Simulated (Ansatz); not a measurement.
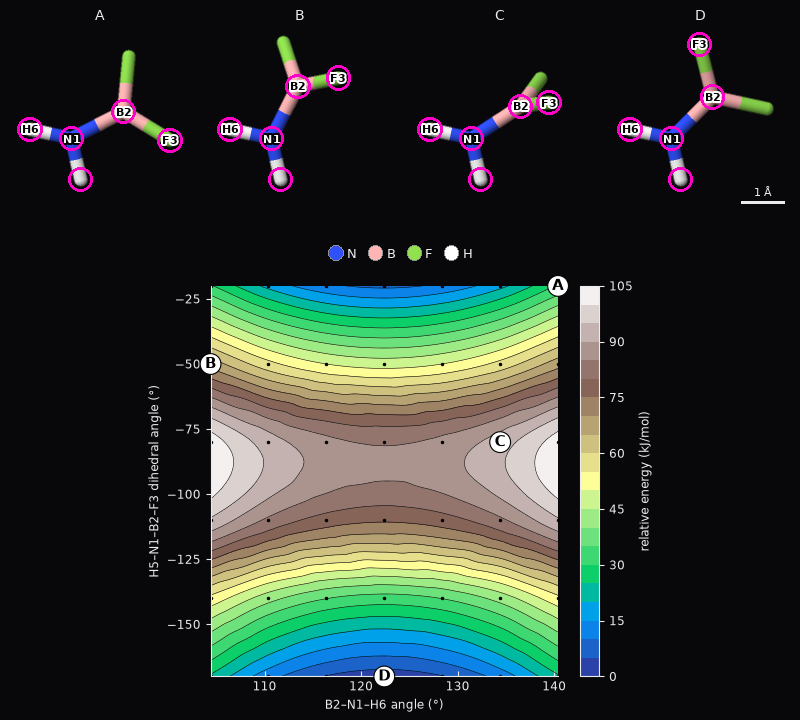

Energy scan for BNH2F2, in which one B–N–H angle and one H–N–B–F dihedral angle are varied on a grid, with the rest of the molecule carried along rigidly. The map is interpolated between the computed points (dots). The lettered frames are marked on it. The picture is a stick view, seen onto the plane of the angle. The ringed atoms are those of the scanned coordinates.

Level of theory: PBE0-D4 (def2-TZVPP, Ansatz), on geometries moved rigidly from the minimum at PBE0-D4/def2-TZVP. Energies are counted from the PBE0-D4/def2-TZVP minimum geometry at the same level.

Q: Where is the lowest point of the map, and what else does it tell?

A: In pairs of (B2–N1–H6 angle (°); H5–N1–B2–F3 dihedral angle (°)): the lowest computed point lies at (122.4, −170.0) (2.3 kJ/mol), the highest at (104.4, −80.0), (140.4, −80.0) (102.6 kJ/mol). It lies on the edge of the grid, so the true minimum may be outside the range scanned. The frames lie at A (140.4, −20.0): 30.6 kJ/mol, B (104.4, −50.0): 67.8 kJ/mol, C (134.4, −80.0): 92.5 kJ/mol, D (122.4, −170.0): 2.3 kJ/mol.
